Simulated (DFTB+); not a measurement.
C₂H₂AlCl: geometry relaxation (part 3 of 4)

The same run, continued: C₂H₂AlCl, SMILES C#[C][AlH][Cl]; GFN1-xTB, R-SCC, dispersion built in (DFTB+ 25.1). The geometry comes from this level: GFN2-xTB.

Geometry of the input (Å):
```
C  0.2997  0.9480  -1.6312
C  0.1264  0.3756  -0.5777
Al -0.1509  -0.5501  1.1051
Cl -1.1521  -2.2974  1.2671
H  0.4560  1.4503  -2.5461
H  0.4209  0.0736  2.3827
```

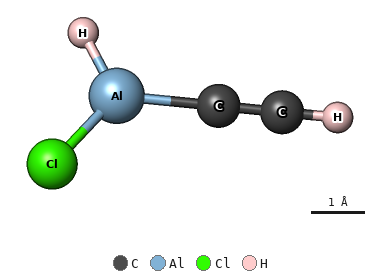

Figure 1. The starting structure (ball-and-stick view, seen at a tilt). Sticks mark near contacts.

## Output, continued
```
Total Energy:                      -10.8413679480 H         -295.0086 eV
Extrapolated to 0K:                -10.8413679480 H         -295.0086 eV
Total Mermin free energy:          -10.8413679480 H         -295.0086 eV
Force related energy:              -10.8413679480 H         -295.0086 eV

total energy  -1.0841368E+01 H       energy change -2.4837812E-06 H
gradient norm  1.0363868E-03 H/a0    max. gradient  6.0953330E-04 H/a0
step length    7.9048364E-03 a0      max. step      4.9180264E-03 a0

--------------------------------------------------------------------------------

***  Geometry step: 23

 iSCC Total electronic   Diff electronic      SCC error
    1   -0.10987614E+02    0.00000000E+00    0.28720059E-03
    2   -0.10987614E+02   -0.17341177E-03    0.19261380E-03
    3   -0.10987614E+02   -0.23362023E-08    0.45907721E-04
    4   -0.10987614E+02   -0.15831922E-08    0.17268942E-04
    5   -0.10987614E+02   -0.37509551E-10    0.32331283E-05
    6   -0.10987614E+02   -0.12324364E-10    0.38379990E-06
    7   -0.10987614E+02   -0.56310512E-12    0.99591308E-07
    8   -0.10987614E+02   -0.40856207E-13    0.40593033E-07
    9   -0.10987614E+02   -0.17763568E-14    0.98068191E-08

Total Energy:                      -10.8413697609 H         -295.0087 eV
Extrapolated to 0K:                -10.8413697609 H         -295.0087 eV
Total Mermin free energy:          -10.8413697609 H         -295.0087 eV
Force related energy:              -10.8413697609 H         -295.0087 eV

total energy  -1.0841370E+01 H       energy change -1.8129616E-06 H
gradient norm  1.0829374E-03 H/a0    max. gradient  5.7561698E-04 H/a0
step length    3.7615455E-03 a0      max. step      1.9731445E-03 a0

--------------------------------------------------------------------------------

***  Geometry step: 24

 iSCC Total electronic   Diff electronic      SCC error
    1   -0.10987841E+02    0.00000000E+00    0.41949343E-03
    2   -0.10987841E+02   -0.22725671E-03    0.28579291E-03
    3   -0.10987841E+02   -0.38544599E-08    0.53642915E-04
    4   -0.10987841E+02   -0.25100544E-08    0.25287189E-04
    5   -0.10987841E+02   -0.57999827E-10    0.28676154E-05
    6   -0.10987841E+02   -0.28443026E-10    0.11773931E-05
    7   -0.10987841E+02   -0.21955771E-11    0.71172545E-07
    8   -0.10987841E+02   -0.62172489E-13    0.39536910E-07
    9   -0.10987841E+02   -0.17763568E-14    0.15005265E-07
   10   -0.10987841E+02    0.00000000E+00    0.65691896E-11

Total Energy:                      -10.8413723562 H         -295.0088 eV
Extrapolated to 0K:                -10.8413723562 H         -295.0088 eV
Total Mermin free energy:          -10.8413723562 H         -295.0088 eV
Force related energy:              -10.8413723562 H         -295.0088 eV

total energy  -1.0841372E+01 H       energy change -2.5952992E-06 H
gradient norm  1.3859417E-03 H/a0    max. gradient  8.0655978E-04 H/a0
step length    5.9950543E-03 a0      max. step      2.7802785E-03 a0

--------------------------------------------------------------------------------

***  Geometry step: 25

 iSCC Total electronic   Diff electronic      SCC error
    1   -0.10988090E+02    0.00000000E+00    0.31385097E-03
    2   -0.10988090E+02   -0.24943319E-03    0.24225268E-03
    3   -0.10988090E+02   -0.17025137E-08    0.80980181E-04
    4   -0.10988090E+02   -0.44935433E-09    0.99369822E-05
    5   -0.10988090E+02   -0.34998138E-09    0.33307385E-05
    6   -0.10988090E+02   -0.18603785E-10    0.34102945E-06
    7   -0.10988090E+02   -0.25082159E-11    0.10241235E-06
    8   -0.10988090E+02   -0.35527137E-14    0.36336701E-07
    9   -0.10988090E+02   -0.35527137E-14    0.15963548E-08

Total Energy:                      -10.8413762959 H         -295.0089 eV
Extrapolated to 0K:                -10.8413762959 H         -295.0089 eV
Total Mermin free energy:          -10.8413762959 H         -295.0089 eV
Force related energy:              -10.8413762959 H         -295.0089 eV

total energy  -1.0841376E+01 H       energy change -3.9397209E-06 H
gradient norm  1.7008919E-03 H/a0    max. gradient  1.0950104E-03 H/a0
step length    1.2657357E-02 a0      max. step      5.9358690E-03 a0

--------------------------------------------------------------------------------

***  Geometry step: 26

 iSCC Total electronic   Diff electronic      SCC error
    1   -0.10988317E+02    0.00000000E+00    0.61746055E-03
    2   -0.10988317E+02   -0.22631289E-03    0.47496004E-03
    3   -0.10988317E+02   -0.11073276E-08    0.72668817E-04
    4   -0.10988317E+02    0.72393647E-10    0.73624611E-05
    5   -0.10988317E+02   -0.49732662E-09    0.29201574E-05
    6   -0.10988317E+02   -0.85442764E-11    0.51776127E-06
    7   -0.10988317E+02   -0.10338397E-11    0.19507606E-06
    8   -0.10988317E+02   -0.15987212E-13    0.81944577E-07
    9   -0.10988317E+02   -0.35527137E-14    0.14400563E-07
   10   -0.10988317E+02   -0.17763568E-14    0.29569625E-10

Total Energy:                      -10.8413814809 H         -295.0090 eV
Extrapolated to 0K:                -10.8413814809 H         -295.0090 eV
Total Mermin free energy:          -10.8413814809 H         -295.0090 eV
Force related energy:              -10.8413814809 H         -295.0090 eV

total energy  -1.0841381E+01 H       energy change -5.1849297E-06 H
gradient norm  1.5925444E-03 H/a0    max. gradient  9.7756969E-04 H/a0
step length    2.2350313E-02 a0      max. step      1.0102048E-02 a0

--------------------------------------------------------------------------------

***  Geometry step: 27

 iSCC Total electronic   Diff electronic      SCC error
    1   -0.10988339E+02    0.00000000E+00    0.42626342E-03
    2   -0.10988339E+02   -0.22153827E-04    0.33170170E-03
    3   -0.10988339E+02   -0.15424604E-08    0.51505793E-04
    4   -0.10988339E+02   -0.51505467E-09    0.22164721E-04
    5   -0.10988339E+02   -0.27547031E-09    0.22441614E-05
    6   -0.10988339E+02   -0.42968296E-10    0.69656203E-06
    7   -0.10988339E+02   -0.23003821E-11    0.17715653E-06
    8   -0.10988339E+02   -0.47961635E-13    0.75761935E-07
    9   -0.10988339E+02   -0.17763568E-14    0.12707113E-07
   10   -0.10988339E+02    0.00000000E+00    0.20597524E-10

Total Energy:                      -10.8413845968 H         -295.0091 eV
Extrapolated to 0K:                -10.8413845968 H         -295.0091 eV
Total Mermin free energy:          -10.8413845968 H         -295.0091 eV
Force related energy:              -10.8413845968 H         -295.0091 eV

total energy  -1.0841385E+01 H       energy change -3.1159748E-06 H
gradient norm  1.1735436E-03 H/a0    max. gradient  7.2266394E-04 H/a0
step length    1.6238945E-02 a0      max. step      7.1075253E-03 a0

--------------------------------------------------------------------------------

***  Geometry step: 28

 iSCC Total electronic   Diff electronic      SCC error
    1   -0.10988259E+02    0.00000000E+00    0.18015535E-03
    2   -0.10988259E+02    0.79554939E-04    0.13869002E-03
    3   -0.10988259E+02   -0.83898577E-09    0.35610487E-04
    4   -0.10988259E+02   -0.42611958E-09    0.19641522E-04
    5   -0.10988259E+02   -0.32557068E-10    0.19576309E-05
    6   -0.10988259E+02   -0.29361402E-10    0.78551724E-06
    7   -0.10988259E+02   -0.92370556E-12    0.26860516E-07
    8   -0.10988259E+02   -0.30198066E-13    0.13635292E-07
    9   -0.10988259E+02   -0.17763568E-14    0.80502183E-09

Total Energy:                      -10.8413868678 H         -295.0091 eV
Extrapolated to 0K:                -10.8413868678 H         -295.0091 eV
Total Mermin free energy:          -10.8413868678 H         -295.0091 eV
Force related energy:              -10.8413868678 H         -295.0091 eV

total energy  -1.0841387E+01 H       energy change -2.2709501E-06 H
gradient norm  1.1043630E-03 H/a0    max. gradient  7.4751067E-04 H/a0
step length    1.0144672E-02 a0      max. step      5.5468054E-03 a0

--------------------------------------------------------------------------------

***  Geometry step: 29

 iSCC Total electronic   Diff electronic      SCC error
    1   -0.10988145E+02    0.00000000E+00    0.19176414E-03
    2   -0.10988145E+02    0.11420576E-03    0.13659043E-03
    3   -0.10988145E+02   -0.10811601E-08    0.42821722E-04
    4   -0.10988145E+02   -0.26112090E-09    0.67300593E-05
    5   -0.10988145E+02   -0.10815526E-09    0.20223829E-05
    6   -0.10988145E+02   -0.11791457E-10    0.37575527E-06
    7   -0.10988145E+02   -0.49560356E-12    0.34776918E-07
    8   -0.10988145E+02   -0.14210855E-13    0.24734511E-07
    9   -0.10988145E+02    0.17763568E-14    0.34905954E-08

Total Energy:                      -10.8413897633 H         -295.0092 eV
Extrapolated to 0K:                -10.8413897633 H         -295.0092 eV
Total Mermin free energy:          -10.8413897633 H         -295.0092 eV
Force related energy:              -10.8413897633 H         -295.0092 eV

total energy  -1.0841390E+01 H       energy change -2.8954791E-06 H
gradient norm  1.4549002E-03 H/a0    max. gradient  1.0056994E-03 H/a0
step length    1.1292832E-02 a0      max. step      5.8749422E-03 a0

--------------------------------------------------------------------------------

***  Geometry step: 30

 iSCC Total electronic   Diff electronic      SCC error
    1   -0.10987954E+02    0.00000000E+00    0.24870150E-03
    2   -0.10987954E+02    0.19139485E-03    0.17994253E-03
    3   -0.10987954E+02   -0.30799736E-08    0.66827959E-04
    4   -0.10987954E+02   -0.91040064E-09    0.10057162E-04
    5   -0.10987954E+02   -0.25693048E-09    0.50470689E-05
    6   -0.10987954E+02   -0.14193091E-10    0.28684777E-06
    7   -0.10987954E+02   -0.17461588E-11    0.67444808E-07
    8   -0.10987954E+02   -0.71054274E-14    0.31044258E-07
    9   -0.10987954E+02    0.00000000E+00    0.46952668E-08

Total Energy:                      -10.8413940929 H         -295.0093 eV
Extrapolated to 0K:                -10.8413940929 H         -295.0093 eV
Total Mermin free energy:          -10.8413940929 H         -295.0093 eV
Force related energy:              -10.8413940929 H         -295.0093 eV

total energy  -1.0841394E+01 H       energy change -4.3296519E-06 H
gradient norm  1.8537615E-03 H/a0    max. gradient  1.1989081E-03 H/a0
step length    1.5977596E-02 a0      max. step      7.6643359E-03 a0

--------------------------------------------------------------------------------

***  Geometry step: 31

 iSCC Total electronic   Diff electronic      SCC error
    1   -0.10987751E+02    0.00000000E+00    0.62841033E-03
    2   -0.10987751E+02    0.20298907E-03    0.46450716E-03
    3   -0.10987751E+02   -0.17909501E-07    0.13393776E-03
    4   -0.10987751E+02   -0.88096517E-08    0.44797956E-04
    5   -0.10987751E+02   -0.55380056E-09    0.13435184E-04
    6   -0.10987751E+02   -0.22699176E-09    0.22095555E-05
    7   -0.10987751E+02   -0.23305802E-10    0.44729389E-06
    8   -0.10987751E+02   -0.25046631E-12    0.13835386E-06
    9   -0.10987751E+02   -0.10658141E-13    0.17949339E-07
   10   -0.10987751E+02   -0.17763568E-14    0.25051294E-10

Total Energy:                      -10.8413997518 H         -295.0095 eV
Extrapolated to 0K:                -10.8413997518 H         -295.0095 eV
Total Mermin free energy:          -10.8413997518 H         -295.0095 eV
Force related energy:              -10.8413997518 H         -295.0095 eV

total energy  -1.0841400E+01 H       energy change -5.6589128E-06 H
gradient norm  1.8881972E-03 H/a0    max. gradient  1.1290877E-03 H/a0
step length    2.3558725E-02 a0      max. step      1.2408899E-02 a0

--------------------------------------------------------------------------------

***  Geometry step: 32

 iSCC Total electronic   Diff electronic      SCC error
    1   -0.10987674E+02    0.00000000E+00    0.74700691E-03
    2   -0.10987674E+02    0.76303323E-04    0.55685186E-03
    3   -0.10987674E+02   -0.24457737E-07    0.14649654E-03
    4   -0.10987674E+02   -0.13953468E-07    0.58300760E-04
    5   -0.10987674E+02   -0.37029046E-09    0.10450423E-04
    6   -0.10987674E+02   -0.35300474E-09    0.28825966E-05
    7   -0.10987674E+02   -0.20486723E-10    0.71765454E-06
    8   -0.10987674E+02   -0.44231285E-12    0.11532998E-06
    9   -0.10987674E+02   -0.39079850E-13    0.22167948E-07
   10   -0.10987674E+02   -0.53290705E-14    0.34453995E-10

Total Energy:                      -10.8414039406 H         -295.0096 eV
Extrapolated to 0K:                -10.8414039406 H         -295.0096 eV
Total Mermin free energy:          -10.8414039406 H         -295.0096 eV
Force related energy:              -10.8414039406 H         -295.0096 eV

total energy  -1.0841404E+01 H       energy change -4.1887739E-06 H
gradient norm  1.1073525E-03 H/a0    max. gradient  6.2920382E-04 H/a0
step length    2.0252540E-02 a0      max. step      1.1102423E-02 a0

--------------------------------------------------------------------------------

***  Geometry step: 33

 iSCC Total electronic   Diff electronic      SCC error
    1   -0.10987757E+02    0.00000000E+00    0.29673222E-03
    2   -0.10987757E+02   -0.83075520E-04    0.20046419E-03
    3   -0.10987757E+02   -0.55158438E-08    0.60151092E-04
    4   -0.10987757E+02   -0.28906406E-08    0.28596764E-04
    5   -0.10987757E+02   -0.11233325E-09    0.40651483E-05
    6   -0.10987757E+02   -0.65657701E-10    0.10032718E-05
    7   -0.10987757E+02   -0.73914208E-11    0.20761952E-06
    8   -0.10987757E+02   -0.87041485E-13    0.73748989E-07
    9   -0.10987757E+02   -0.88817842E-14    0.83824745E-08

Total Energy:                      -10.8414049562 H         -295.0096 eV
Extrapolated to 0K:                -10.8414049562 H         -295.0096 eV
Total Mermin free energy:          -10.8414049562 H         -295.0096 eV
Force related energy:              -10.8414049562 H         -295.0096 eV

total energy  -1.0841405E+01 H       energy change -1.0155800E-06 H
gradient norm  3.3299321E-04 H/a0    max. gradient  2.0586964E-04 H/a0
step length    3.1540384E-03 a0      max. step      1.6015187E-03 a0

--------------------------------------------------------------------------------

***  Geometry step: 34

 iSCC Total electronic   Diff electronic      SCC error
    1   -0.10987692E+02    0.00000000E+00    0.58323808E-04
    2   -0.10987692E+02    0.65764908E-04    0.43026748E-04
    3   -0.10987692E+02   -0.39719339E-10    0.10367669E-04
    4   -0.10987692E+02   -0.20891733E-10    0.36888016E-05
    5   -0.10987692E+02   -0.18030022E-11    0.73817896E-06
    6   -0.10987692E+02   -0.17088553E-11    0.10302825E-06
    7   -0.10987692E+02   -0.76383344E-13    0.18953084E-07
    8   -0.10987692E+02   -0.35527137E-14    0.41879593E-08

Total Energy:                      -10.8414049796 H         -295.0096 eV
Extrapolated to 0K:                -10.8414049796 H         -295.0096 eV
Total Mermin free energy:          -10.8414049796 H         -295.0096 eV
Force related energy:              -10.8414049796 H         -295.0096 eV

total energy  -1.0841405E+01 H       energy change -2.3449084E-08 H
gradient norm  3.7324844E-04 H/a0    max. gradient  2.3804754E-04 H/a0
step length    3.3299321E-04 a0      max. step      2.0586964E-04 a0

--------------------------------------------------------------------------------

***  Geometry step: 35

 iSCC Total electronic   Diff electronic      SCC error
    1   -0.10987766E+02    0.00000000E+00    0.53228475E-04
    2   -0.10987766E+02   -0.74456984E-04    0.37445901E-04
    3   -0.10987766E+02   -0.26079228E-09    0.14909964E-04
    4   -0.10987766E+02   -0.89459107E-10    0.31407361E-05
    5   -0.10987766E+02   -0.12624568E-10    0.84875698E-06
    6   -0.10987766E+02   -0.64481753E-12    0.20904223E-06
    7   -0.10987766E+02   -0.10658141E-12    0.19855352E-07
    8   -0.10987766E+02   -0.17763568E-14    0.52815770E-08

Total Energy:                      -10.8414050203 H         -295.0096 eV
Extrapolated to 0K:                -10.8414050203 H         -295.0096 eV
Total Mermin free energy:          -10.8414050203 H         -295.0096 eV
Force related energy:              -10.8414050203 H         -295.0096 eV

total energy  -1.0841405E+01 H       energy change -4.0631409E-08 H
gradient norm  6.3629340E-05 H/a0    max. gradient  3.3940035E-05 H/a0
step length    2.6012501E-04 a0      max. step      1.3241562E-04 a0

Geometry converged

--------------------------------------------------------------------------------
--------------------------------------------------------------------------------
Pre-SCC initialisation                 +       0.08 ( 12.3%)       0.08 (  7.6%)
SCC                                    +       0.42 ( 66.3%)       0.84 ( 80.0%)
Post-SCC processing                    +       0.13 ( 21.2%)       0.13 ( 12.4%)
--------------------------------------------------------------------------------
Missing                                +       0.00 (  0.2%)       0.00 (  0.1%)
Total                                  =       0.63 (100.0%)       1.04 (100.0%)
--------------------------------------------------------------------------------
```

## File detailed.out
```
Fermi distribution function

Geometry optimization step: 35

********************************************************************************
 iSCC Total electronic   Diff electronic      SCC error
    8   -0.10987766E+02   -0.17763568E-14    0.52815770E-08
********************************************************************************

 Total charge:     0.00000000

 Atomic gross charges (e)
 Atom           Charge
    1      -0.02944333
    2      -0.13608723
    3       0.36536222
    4      -0.17094472
    5       0.05991894
    6      -0.08880588

Nr. of electrons (up):     20.00000000
Atom populations (up)
 Atom       Population
    1       4.02944333
    2       4.13608723
    3       2.63463778
    4       7.17094472
    5       0.94008106
    6       1.08880588

l-shell populations (up)
 Atom Sh.   l       Population
    1   1   0       1.10880791
    1   2   1       2.92063543
    2   1   0       1.20161585
    2   2   1       2.93447138
    3   1   0       1.17410782
    3   2   1       1.03593812
    3   3   2       0.42459185
    4   1   0       1.86471850
    4   2   1       5.31278417
    4   3   2      -0.00655795
    5   1   0       0.93894562
    5   2   0       0.00113544
    6   1   0       1.08841622
    6   2   0       0.00038966
```
